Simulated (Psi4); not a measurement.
# CdHSCl (SMILES [SH][Cd][Cl]): levels of theory compared

We compute a comparison of 3 runs (CAM-B3LYP/def2-SVP, OMP2/def2-SVP, MP3/def2-SVP) of CdHSCl. 

The results are computed with Psi4 1.11.

**1. The structure to begin with**

The species is CdHSCl (4 atoms), meant as a singlet with charge 0. SMILES: `[SH][Cd][Cl]`. One bond was lengthened or shortened from a relaxed shape.

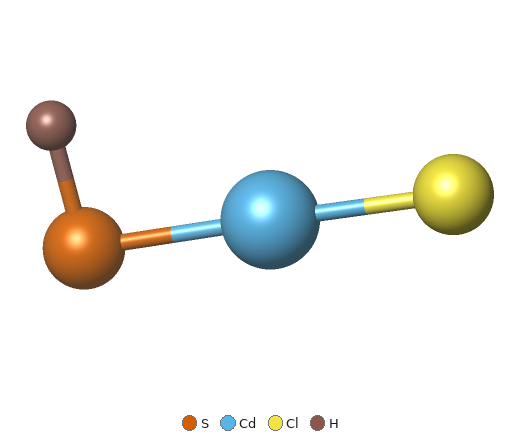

Viewed from a chosen angle; sulfur orange, cadmium blue, chlorine yellow, hydrogen brown.

**2. Energy and gradient at CAM-B3LYP/def2-SVP (core potential) (run 1)**

File run.py:

```python
import psi4

psi4.set_memory(1600000000)
psi4.set_num_threads(1)
psi4.set_output_file('cdclhs.out', False)

m = psi4.geometry("""
0 1
S     -3.25719620     0.08477878    -0.74670827
Cd     0.65283613    -1.18379436     0.79889873
Cl     4.45798865    -2.47882368     2.33845860
H     -2.17299607     2.51352472    -1.95586654
units bohr
symmetry c1
no_reorient
no_com
""")

options = {'basis': 'def2-SVP', 'puream': True, 'e_convergence': 1e-09, 'd_convergence': 1e-08, 'scf_type': 'pk', 'dft_radial_points': 99, 'dft_spherical_points': 590}
psi4.set_options(options)

E, wfn = psi4.gradient('cam-b3lyp', return_wfn=True)
psi4.oeprop(wfn, 'MAYER_INDICES', 'QUADRUPOLE', 'LOWDIN_CHARGES', title='CAM-B3LYP')
print('gradient / Eh bohr^-1')
print(E.np.round(6))
print(f'energy = {wfn.energy():.10f} Eh')
```

Run with:

```sh
$ python run.py
```

cdclhs.out:

```text
[...]
    !!!  WARNING: ECP capability is in beta. Please check occupations closely.  !!!
[...]
  Running in c1 symmetry.
[...]
  Nuclear repulsion =  194.131145270432029
[...]
  Multiplicity = 1
[...]
  Nalpha       = 27
  Nbeta        = 27
[...]
    Number of basis functions: 72
[...]
   @RKS iter   1: -1026.36326031736394   -9.42725e-01   6.05863e-03 DIIS/ADIIS
[...]
   @RKS iter  12: -1026.50136704641977   -1.13687e-12   2.98077e-09 DIIS
[...]
  @RKS Final Energy: -1026.50136704641977
   => Energetics <=
    Nuclear Repulsion Energy =            194.1311452704320288
    One-Electron Energy =               -1870.0892107262022819
    Two-Electron Energy =                 702.0577625772713191
    DFT Exchange-Correlation Energy =     -52.6010641679206756
    Empirical Dispersion Energy =           0.0000000000000000
    VV10 Nonlocal Energy =                  0.0000000000000000
    Total Energy =                      -1026.5013670464197730
[...]
  -Total Gradient:
     Atom            X                  Y                   Z
    ------   -----------------  -----------------  -----------------
       1       -0.020368361670    -0.051992428756     0.026464072408
       2       -0.000680762912     0.000004068514    -0.000140103463
       3       -0.001351659821     0.000359960365    -0.000488648757
       4        0.022403174070     0.051628348225    -0.025834810336
[...]
 Multipole Moments:
 ------------------------------------------------------------------------------------
     Multipole            Electronic (a.u.)      Nuclear  (a.u.)        Total (a.u.)
 ------------------------------------------------------------------------------------
 L = 1.  Multiply by 2.5417464519 to convert [e a0] to [Debye]
 Dipole X            :        -34.7969846           34.5543944           -0.2425902
 Dipole Y            :         62.3327434          -61.9459046            0.3868389
 Dipole Z            :        -42.1058850           41.8285719           -0.2773131
 Magnitude           :                                                    0.5342255
 L = 2.  Multiply by 1.3450342976 to convert [e a0^2] to [Debye ang]
 Quadrupole XX       :       -563.3031613          520.8473132          -42.4558481
 Quadrupole XY       :        215.9090232         -213.1962650            2.7127582
[...]
```

On the terminal:

```text
gradient / Eh bohr^-1
[[-2.0368e-02 -5.1992e-02  2.6464e-02]
 [-6.8100e-04  4.0000e-06 -1.4000e-04]
 [-1.3520e-03  3.6000e-04 -4.8900e-04]
 [ 2.2403e-02  5.1628e-02 -2.5835e-02]]
energy = -1026.5013670464 Eh
```

Run time: 16 s. Hardware: 1 thread of AMD EPYC 7R43 (Zen 3), shared host; peak memory 0.61 GiB.

**3. A single-point energy at OMP2/def2-SVP (core potential, density fitting for correlation) (run 2)**

File cdclhs.py:

```python
import psi4

psi4.set_memory(1600000000)
psi4.set_num_threads(1)
psi4.set_output_file('output.dat', False)

molecule = psi4.geometry("""
0 1
S     -1.723634     0.044863    -0.395141
Cd     0.345466    -0.626437     0.422759
Cl     2.359066    -1.311737     1.237459
H     -1.149900     1.330100    -1.035000
symmetry c1
""")

options = {'basis': 'def2-SVP', 'puream': True, 'e_convergence': 1e-09, 'd_convergence': 1e-08, 'scf_type': 'pk', 'num_frozen_docc': 10}
psi4.set_options(options)

result, w = psi4.energy("omp2", molecule=molecule, return_wfn=True)
print(f'omp2 energy: {result:.10f} Eh')
for k, v in sorted(psi4.core.scalar_variables().items()):
    print(f'{k:45s} {v:18.10f}')
```

Run with:

```sh
$ python cdclhs.py
```

output.dat:

```text
[...]
    !!!  WARNING: ECP capability is in beta. Please check occupations closely.  !!!
[...]
  Running in c1 symmetry.
[...]
  Nuclear repulsion =  194.131145198745486
[...]
  Multiplicity = 1
[...]
  Nalpha       = 27
  Nbeta        = 27
[...]
    Number of basis functions: 72
[...]
   @RHF iter   1: -1024.13717302812961   -1.21604e+00   4.81394e-03 DIIS/ADIIS
[...]
   @RHF iter  12: -1024.24080699735623   -2.72848e-12   3.58729e-09 DIIS
[...]
    Orbital Energies [Eh]
    ---------------------
    Doubly Occupied:
       1A   -104.754199     2A    -91.925020     3A    -10.515986
       4A     -8.956449     5A     -7.990419     6A     -7.988359
       7A     -7.988324     8A     -6.643650     9A     -6.642969
      10A     -6.640917    11A     -4.884798    12A     -3.248823
      13A     -3.247850    14A     -3.247122    15A     -1.043311
      16A     -0.927000    17A     -0.807405    18A     -0.806569
      19A     -0.804695    20A     -0.804694    21A     -0.788724
      22A     -0.501811    23A     -0.475140    24A     -0.435285
      25A     -0.433480    26A     -0.414431    27A     -0.373087
[...]
  @RHF Final Energy: -1024.24080699735623
   => Energetics <=
    Nuclear Repulsion Energy =            194.1311451987454859
    One-Electron Energy =               -1870.1628696814018440
    Two-Electron Energy =                 651.7909174853001559
    Total Energy =                      -1024.2408069973562306
[...]
 Multipole Moments:
 ------------------------------------------------------------------------------------
     Multipole            Electronic (a.u.)      Nuclear  (a.u.)        Total (a.u.)
 ------------------------------------------------------------------------------------
 L = 1.  Multiply by 2.5417464519 to convert [e a0] to [Debye]
 Dipole X            :          2.0377320           -2.2434746           -0.2057426
 Dipole Y            :         -1.8990078            2.2760924            0.3770846
 Dipole Z            :          1.5361351           -1.8001553           -0.2640202
 Magnitude           :                                                    0.5042117
[...]
	Warning: cc_lambda option is changed to TRUE
	For this residual convergence, default PCG convergence is:     1.00e-07
[...]
	DF-MP2 Total Energy (a.u.)         : -1024.87084402590290
[...]
	DF-MP2 Total Energy (a.u.)         : -1024.87893976904729
[...]
	DF-OMP2 Total Energy (a.u.)        : -1024.87893976903797
[...]
```

The script printed:

```text
omp2 energy: -1024.8789397690 Eh
CURRENT CORRELATION ENERGY                         -0.6381327717
CURRENT ENERGY                                  -1024.8789397690
CURRENT REFERENCE ENERGY                        -1024.2408069974
DD SOLVATION ENERGY                                 0.0000000000
HF KINETIC ENERGY                                 921.7932172738
HF POTENTIAL ENERGY                             -1946.0340242711
HF TOTAL ENERGY                                 -1024.2408069974
HF VIRIAL RATIO                                     2.1111394484
MP2 CORRELATION ENERGY                             -0.6300370285
MP2 DOUBLES ENERGY                                 -0.6300370285
MP2 SINGLES ENERGY                                  0.0000000000
MP2 TOTAL ENERGY                                -1024.8708440259
NUCLEAR REPULSION ENERGY                          194.1311451987
OMP2 CORRELATION ENERGY                            -0.6381327717
OMP2 REFERENCE CORRECTION ENERGY                    0.0083983729
OMP2 TOTAL ENERGY                               -1024.8789397690
ONE-ELECTRON ENERGY                             -1870.1628696814
PCM POLARIZATION ENERGY                             0.0000000000
PE ENERGY                                           0.0000000000
SCF ITERATION ENERGY                            -1024.2408069974
SCF ITERATIONS                                     12.0000000000
SCF TOTAL ENERGY                                -1024.2408069974
SCS(N)-MP2 CORRELATION ENERGY                    1024.2408069974
SCS(N)-MP2 TOTAL ENERGY                             0.0000000000
SCS(N)-OMP2 CORRELATION ENERGY                   1024.2408069974
SCS(N)-OMP2 TOTAL ENERGY                            0.0000000000
SCS-MP2 CORRELATION ENERGY                       1024.2408069974
SCS-MP2 TOTAL ENERGY                                0.0000000000
SCS-OMP2 CORRELATION ENERGY                      1024.2408069974
SCS-OMP2 TOTAL ENERGY                               0.0000000000
SOS-MP2 CORRELATION ENERGY                       1024.2408069974
SOS-MP2 TOTAL ENERGY                                0.0000000000
SOS-OMP2 CORRELATION ENERGY                      1024.2408069974
SOS-OMP2 TOTAL ENERGY                               0.0000000000
TWO-ELECTRON ENERGY                               651.7909174853
```

It took 31 s on 1 thread of AMD EPYC 7R43 (Zen 3), shared host; peak memory 0.27 GiB.

**4. The energy at MP3/def2-SVP (core potential) (run 3)**

File cdclhs.dat:

```
memory 1.6 GB

molecule geom {
  0 1
  S     -1.723634     0.044863    -0.395141
  Cd     0.345466    -0.626437     0.422759
  Cl     2.359066    -1.311737     1.237459
  H     -1.149900     1.330100    -1.035000
  units angstrom
  symmetry c1
}

set {
  basis def2-SVP
  puream true
  e_convergence 1e-09
  d_convergence 1e-08
  scf_type pk
  num_frozen_docc 10
  mp_type conv
}

energy("mp3")
```

Run with:

```sh
$ psi4 -n 1 cdclhs.dat cdclhs.out
```

cdclhs.out:

```text
[...]
    !!!  WARNING: ECP capability is in beta. Please check occupations closely.  !!!
[...]
  Running in c1 symmetry.
[...]
  Nuclear repulsion =  194.131145198745486
[...]
  Multiplicity = 1
[...]
  Nalpha       = 27
  Nbeta        = 27
[...]
    Number of basis functions: 72
[...]
   @RHF iter   1: -1024.13717302812961   -1.21604e+00   4.81394e-03 ADIIS/DIIS
[...]
   @RHF iter  12: -1024.24080699735623   -2.72848e-12   3.58729e-09 DIIS
[...]
    Orbital Energies [Eh]
    ---------------------
    Doubly Occupied:
       1A   -104.754199     2A    -91.925020     3A    -10.515986
       4A     -8.956449     5A     -7.990419     6A     -7.988359
       7A     -7.988324     8A     -6.643650     9A     -6.642969
      10A     -6.640917    11A     -4.884798    12A     -3.248823
      13A     -3.247850    14A     -3.247122    15A     -1.043311
      16A     -0.927000    17A     -0.807405    18A     -0.806569
      19A     -0.804695    20A     -0.804694    21A     -0.788724
      22A     -0.501811    23A     -0.475140    24A     -0.435285
      25A     -0.433480    26A     -0.414431    27A     -0.373087
[...]
  @RHF Final Energy: -1024.24080699735623
   => Energetics <=
    Nuclear Repulsion Energy =            194.1311451987454859
    One-Electron Energy =               -1870.1628696814018440
    Two-Electron Energy =                 651.7909174853001559
    Total Energy =                      -1024.2408069973562306
[...]
 Multipole Moments:
 ------------------------------------------------------------------------------------
     Multipole            Electronic (a.u.)      Nuclear  (a.u.)        Total (a.u.)
 ------------------------------------------------------------------------------------
 L = 1.  Multiply by 2.5417464519 to convert [e a0] to [Debye]
 Dipole X            :          2.0377320           -2.2434746           -0.2057426
 Dipole Y            :         -1.8990078            2.2760924            0.3770846
 Dipole Z            :          1.5361351           -1.8001553           -0.2640202
 Magnitude           :                                                    0.5042117
[...]
	SCS-MP2 Total Energy (a.u.)        : -1024.82337575956694
	SOS-MP2 Total Energy (a.u.)        : -1024.79960850114276
[...]
	SOS-PI-MP2 Total Energy (a.u.)     : -1024.84259323220340
[...]
	MP2 Total Energy (a.u.)            : -1024.87091027641486
[...]
	SCS-MP3 Total Energy (a.u.)        : -1024.82471758583210
[...]
	MP3 Total Energy (a.u.)            : -1024.87627758147573
[...]
```

It took 6.3 s on 1 thread of AMD EPYC 7R43 (Zen 3), shared host; peak memory 0.33 GiB.

**5. Overview of the runs**

```tsv
run	level	task	frozen core orbitals	energy (Eh)	HOMO energy (eV)	LUMO energy (eV)	HOMO–LUMO gap (eV)	wall time
1	CAM-B3LYP/def2-SVP (core potential)	gradient	0	-1026.501367	-8.66	-0.68	7.99	16 s
2	OMP2/def2-SVP (core potential, density fitting for correlation)	energy	10	-1024.878940	-10.15	1.28	11.43	31 s
3	MP3/def2-SVP (core potential)	energy	10	-1024.876278	-10.15	1.28	11.43	6.3 s
```

**6. Outcome**

| quantity | value |
| --- | --- |
| run 3: total energy | -1024.87628 Eh |
| run 3: HOMO energy (Hartree–Fock orbitals) | -10.15 eV |
| run 3: LUMO energy (Hartree–Fock orbitals) | 1.28 eV |
| run 3: HOMO–LUMO gap (Hartree–Fock orbitals) | 11.43 eV |
| run 3: correlation energy (10 core orbitals frozen) | -635.5 mEh |

All runs together took 53 s, the longest 31 s.
